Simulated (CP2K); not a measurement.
# SnHClOF2 (SMILES [OH][Sn]([F])([F])[Cl]): revPBE-D3(BJ)/TZV2P-MOLOPT-PBE-GTH (core potential)

Aim: the energy change on altering one bond length of SnHClOF2 at revPBE-D3(BJ)/TZV2P-MOLOPT-PBE-GTH (core potential), from 2 runs. 

Program for the calculation: CP2K 2026.2.

8 further runs of the same task are left out: 3 that didn't finish, 5 set aside as unsound or not needed. Runs told in other sessions of the task aren't counted.

## 1. Starting point

SnHClOF2: 6 atoms, total charge 0, spin state singlet. SMILES: `[OH][Sn]([F])([F])[Cl]`. The shape is that of a PBE0-D4/def2-TZVP optimisation. This is one conformer, not always the lowest.

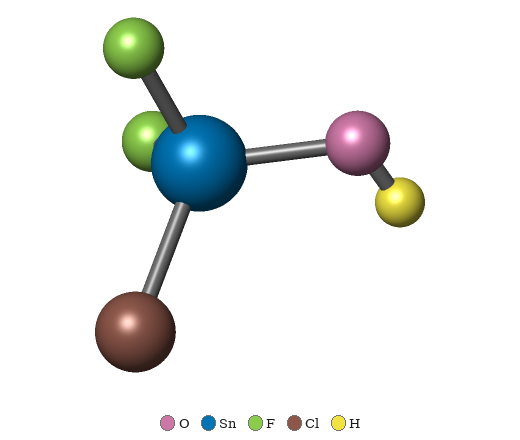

Viewed from a chosen angle; oxygen pink, tin blue, fluorine green, chlorine brown, hydrogen yellow.

## 2. A single-point energy at revPBE-D3(BJ)/TZV2P-MOLOPT-PBE-GTH (core potential)

molecule.xyz reads:

```xyz
6

O     -0.464000     0.283900     1.476300
Sn     0.252400    -0.175700    -0.247500
F      1.982500    -0.856500     0.056700
F     -0.743300    -1.587100    -1.019700
Cl     0.329400     1.540600    -1.744400
H     -1.315000     0.730600     1.432500
```

job.inp reads:

```
&GLOBAL
    PROJECT job
    RUN_TYPE ENERGY
    PRINT_LEVEL MEDIUM
&END GLOBAL

&FORCE_EVAL
    METHOD QUICKSTEP
    &DFT
        BASIS_SET_FILE_NAME BASIS_MOLOPT_UZH
        POTENTIAL_FILE_NAME POTENTIAL_UZH
        CHARGE 0
        MULTIPLICITY 1
        # Quickstep
        &QS
            METHOD GPW
            EPS_DEFAULT 1.0E-10
        &END QS
        # real-space grids
        &MGRID
            CUTOFF 400
            REL_CUTOFF 50
            NGRIDS 4
        &END MGRID
        # isolated system
        &POISSON
            PERIODIC NONE
            POISSON_SOLVER MULTIPOLE
        &END POISSON
        # self-consistent field
        &SCF
            SCF_GUESS ATOMIC
            EPS_SCF 1.0E-06
            MAX_SCF 100
            ADDED_MOS 3
            &DIAGONALIZATION
                ALGORITHM STANDARD
            &END DIAGONALIZATION
            &MIXING
                METHOD BROYDEN_MIXING
                ALPHA 0.3
                NBUFFER 8
            &END MIXING
        &END SCF
        # functional
        &XC
            &XC_FUNCTIONAL
                &PBE
                    PARAMETRIZATION REVPBE
                &END PBE
            &END XC_FUNCTIONAL
            &VDW_POTENTIAL
                POTENTIAL_TYPE PAIR_POTENTIAL
                &PAIR_POTENTIAL
                    TYPE DFTD3(BJ)
                    PARAMETER_FILE_NAME dftd3.dat
                    REFERENCE_FUNCTIONAL revPBE
                    R_CUTOFF 15
                &END PAIR_POTENTIAL
            &END VDW_POTENTIAL
        &END XC
        &PRINT
            &MOMENTS
                PERIODIC F
                REFERENCE COM
                MAX_MOMENT 1
            &END MOMENTS
            &MO ON
                ENERGIES T
                OCCUPATION_NUMBERS T
                NDIGITS 6
                &EACH
                    QS_SCF 0
                &END EACH
                ADD_LAST NUMERIC
            &END MO
            &HIRSHFELD OFF
            &END HIRSHFELD
        &END PRINT
    &END DFT
    # structure
    &SUBSYS
        # box in angstrom
        &CELL
            ABC [angstrom] 10.3 10.1 10.2
            PERIODIC NONE
        &END CELL
        &TOPOLOGY
            COORD_FILE_NAME molecule.xyz
            COORD_FILE_FORMAT XYZ
            &CENTER_COORDINATES
            &END CENTER_COORDINATES
        &END TOPOLOGY
        &KIND O
            BASIS_SET TZV2P-MOLOPT-PBE-GTH-q6
            POTENTIAL GTH-PBE-q6
        &END KIND
        &KIND Sn
            BASIS_SET TZV2P-MOLOPT-PBE-GTH-q14
            POTENTIAL GTH-PBE-q14
        &END KIND
        &KIND F
            BASIS_SET TZV2P-MOLOPT-PBE-GTH-q7
            POTENTIAL GTH-PBE-q7
        &END KIND
        &KIND Cl
            BASIS_SET TZV2P-MOLOPT-PBE-GTH-q7
            POTENTIAL GTH-PBE-q7
        &END KIND
        &KIND H
            BASIS_SET TZV2P-MOLOPT-PBE-GTH-q1
            POTENTIAL GTH-PBE-q1
        &END KIND
    &END SUBSYS
&END FORCE_EVAL
```

On the command line:

```bash
$ OMP_NUM_THREADS=1 cp2k.psmp job.inp > job.out
```

The log of the run:

```text
CP2K| version string:                                       CP2K version 2026.2
[...]
 GLOBAL| Method name                                                        CP2K
[...]
 GLOBAL| Run type                                                         ENERGY
[...]
 DFT| Spin restricted Kohn-Sham (RKS) calculation                            RKS
 DFT| Multiplicity                                                             1
[...]
 DFT| Charge                                                                   0
[...]
 FUNCTIONAL| PBE:
[...]
 QS| Method:                                                                 GPW
[...]
 QS| Density cutoff [a.u.]:                                                200.0
[...]
 QS| Relative density cutoff [a.u.]:                                        25.0
[...]
                             - Atoms:                                          6
[...]
                             - Spherical basis functions:                    171
[...]
 Number of electrons:                                                         42
[...]
     1 NoMix/Diag. 0.30E+00    1.3     1.44356263      -147.6618242975 -1.48E+02
[...]
    22 Broy./Diag. 0.30E+00    1.6     0.00000044      -147.8140839240  1.28E-06
  *** SCF run converged in    22 steps ***
[...]
  Overlap energy of the core charge distribution:               0.00000004417832
  Self energy of the core charge distribution:               -312.71215964644983
  Core Hamiltonian energy:                                     88.54189078498716
  Hartree energy:                                             100.89476533653787
  Exchange-correlation energy:                                -24.52876125232771
  Dispersion energy:                                           -0.00981919091743
  Total energy:                                              -147.81408392399160
[...]
                     Mulliken Population Analysis
 #  Atom  Element  Kind  Atomic population                           Net charge
       1     O        1          6.487965                             -0.487965
       2     Sn       2         12.376388                              1.623612
       3     F        3          7.475941                             -0.475941
       4     F        3          7.479645                             -0.479645
       5     Cl       4          7.331056                             -0.331056
       6     H        5          0.849004                              0.150996
 # Total charge                             42.000000                 -0.000000
[...]
  Dipole moment [Debye]
    X= -0.1641451E+01 Y=  0.1820016E+01 Z=  0.4300361E+00  Total=      2.4883229
 ENERGY| Total FORCE_EVAL ( QS ) energy [hartree]           -147.814083923991603
[...]
```

Wall time 35 s (1 thread of Arm Neoverse V1, shared host); peak memory 1.4 GiB.

## 3. The distorted shape

molecule.xyz reads:

```xyz
6

O      0.216798    -0.073459     1.511340
Sn     0.933198    -0.533059    -0.212460
F      2.663298    -1.213859     0.091740
F     -0.062502    -1.944459    -0.984660
Cl     1.010198     1.183241    -1.709360
H     -1.315000     0.730600     1.432500
```

run.inp reads:

```
&GLOBAL
    PROJECT_NAME run
    RUN_TYPE ENERGY
    PRINT_LEVEL MEDIUM
&END GLOBAL
&FORCE_EVAL
    METHOD Quickstep
    &DFT
        BASIS_SET_FILE_NAME BASIS_MOLOPT_UZH
        POTENTIAL_FILE_NAME POTENTIAL_UZH
        # Quickstep
        &QS
            METHOD GPW
            EPS_DEFAULT 1.0E-10
        &END QS
        &MGRID
            CUTOFF 400
            REL_CUTOFF 50
            NGRIDS 4
        &END MGRID
        # no periodic images
        &POISSON
            PERIODIC NONE
            POISSON_SOLVER MULTIPOLE
        &END POISSON
        &SCF
            SCF_GUESS ATOMIC
            EPS_SCF 1.0E-06
            MAX_SCF 40
            &OT
                MINIMIZER DIIS
                PRECONDITIONER FULL_ALL
            &END OT
            &OUTER_SCF
                EPS_SCF 1.0E-06
                MAX_SCF 5
            &END OUTER_SCF
        &END SCF
        # functional
        &XC
            &XC_FUNCTIONAL
                &PBE
                    PARAMETRIZATION REVPBE
                &END PBE
            &END XC_FUNCTIONAL
            &VDW_POTENTIAL
                POTENTIAL_TYPE PAIR_POTENTIAL
                &PAIR_POTENTIAL
                    TYPE DFTD3(BJ)
                    PARAMETER_FILE_NAME dftd3.dat
                    REFERENCE_FUNCTIONAL revPBE
                    R_CUTOFF 15
                &END PAIR_POTENTIAL
            &END VDW_POTENTIAL
        &END XC
        # extra output
        &PRINT
            &MOMENTS
                PERIODIC F
                REFERENCE COM
                MAX_MOMENT 1
            &END MOMENTS
            &MO_CUBES
                NLUMO 5
                NHOMO -1
                WRITE_CUBE F
            &END MO_CUBES
            &HIRSHFELD OFF
            &END HIRSHFELD
        &END PRINT
    &END DFT
    # structure
    &SUBSYS
        &CELL
            ABC 11 10.1 10.2
            PERIODIC NONE
        &END CELL
        &TOPOLOGY
            COORD_FILE_NAME molecule.xyz
            COORD_FILE_FORMAT XYZ
            &CENTER_COORDINATES
            &END CENTER_COORDINATES
        &END TOPOLOGY
        &KIND O
            BASIS_SET TZV2P-MOLOPT-PBE-GTH-q6
            POTENTIAL GTH-PBE-q6
        &END KIND
        &KIND Sn
            BASIS_SET TZV2P-MOLOPT-PBE-GTH-q14
            POTENTIAL GTH-PBE-q14
        &END KIND
        &KIND F
            BASIS_SET TZV2P-MOLOPT-PBE-GTH-q7
            POTENTIAL GTH-PBE-q7
        &END KIND
        &KIND Cl
            BASIS_SET TZV2P-MOLOPT-PBE-GTH-q7
            POTENTIAL GTH-PBE-q7
        &END KIND
        &KIND H
            BASIS_SET TZV2P-MOLOPT-PBE-GTH-q1
            POTENTIAL GTH-PBE-q1
        &END KIND
    &END SUBSYS
&END FORCE_EVAL
```

On the command line:

```bash
$ OMP_NUM_THREADS=1 cp2k.psmp run.inp > run.out
```

The log of the run (excerpt; [...] marks lines left out):

```text
CP2K| version string:                                       CP2K version 2026.2
[...]
 GLOBAL| Method name                                                        CP2K
[...]
 GLOBAL| Run type                                                         ENERGY
[...]
 DFT| Spin restricted Kohn-Sham (RKS) calculation                            RKS
 DFT| Multiplicity                                                             1
[...]
 DFT| Charge                                                                   0
[...]
 FUNCTIONAL| PBE:
[...]
 QS| Method:                                                                 GPW
[...]
 QS| Density cutoff [a.u.]:                                                200.0
[...]
 QS| Relative density cutoff [a.u.]:                                        25.0
[...]
                             - Atoms:                                          6
[...]
                             - Spherical basis functions:                    171
[...]
 Number of electrons:                                                         42
[...]
     1 OT DIIS     0.15E+00    1.6     0.14193643      -144.3465917991 -1.44E+02
[...]
     4 OT DIIS     0.15E+00    1.7     0.00000053      -147.6842534453 -2.86E-10
  *** SCF run converged in     4 steps ***
[...]
  Overlap energy of the core charge distribution:               0.00000001462786
  Self energy of the core charge distribution:               -312.71215964644983
  Core Hamiltonian energy:                                     88.08969482796874
  Hartree energy:                                             101.29183412499818
  Exchange-correlation energy:                                -24.34305689954386
  Dispersion energy:                                           -0.01056586692309
  Total energy:                                              -147.68425344532201
[...]
                     Mulliken Population Analysis
 #  Atom  Element  Kind  Atomic population                           Net charge
       1     O        1          6.618203                             -0.618203
       2     Sn       2         12.380293                              1.619707
       3     F        3          7.474949                             -0.474949
[...]
  Dipole moment [Debye]
    X= -0.2237441E+01 Y=  0.2106541E+01 Z=  0.7329016E+00  Total=      3.1592404
[...]
 HOMO - LUMO gap [eV] :    2.164455
 ENERGY| Total FORCE_EVAL ( QS ) energy [hartree]           -147.684253445322014
[...]
```

Run time: 78 s. Hardware: 1 thread of Arm Neoverse V1, shared host; peak memory 0.86 GiB.

## 4. Summary of results

Level: revPBE-D3(BJ)/TZV2P-MOLOPT-PBE-GTH (core potential).

| quantity | value |
| --- | --- |
| first shape: total energy | -147.81408 Eh |
| first shape: dipole moment | 2.49 D |
| first shape: HOMO energy | -8.35 eV |
| first shape: LUMO energy | -3.93 eV |
| first shape: HOMO–LUMO gap | 4.42 eV |
| first shape: dispersion energy | -25.78 kJ/mol |
| distorted shape: total energy | -147.68425 Eh |
| distorted shape: dipole moment | 3.16 D |
| distorted shape: HOMO energy | -7.97 eV |
| distorted shape: LUMO energy | -5.80 eV |
| distorted shape: HOMO–LUMO gap | 2.16 eV |
| distorted shape: dispersion energy | -27.74 kJ/mol |
| energy change with the O1–H6 bond stretched from 0.962 to 1.732 Å | 3.533 eV |

One bond (distorted shape) is far stretched, which a spin-restricted single reference describes badly; a broken-symmetry solution may lie lower. With the O1–H6 bond stretched from 0.962 to 1.732 Å the energy rises by 3.53 eV (81 kcal/mol). The first shape isn't relaxed at this level, so the change isn't measured from a minimum. A restricted reference can't describe the breaking bond well at this length.
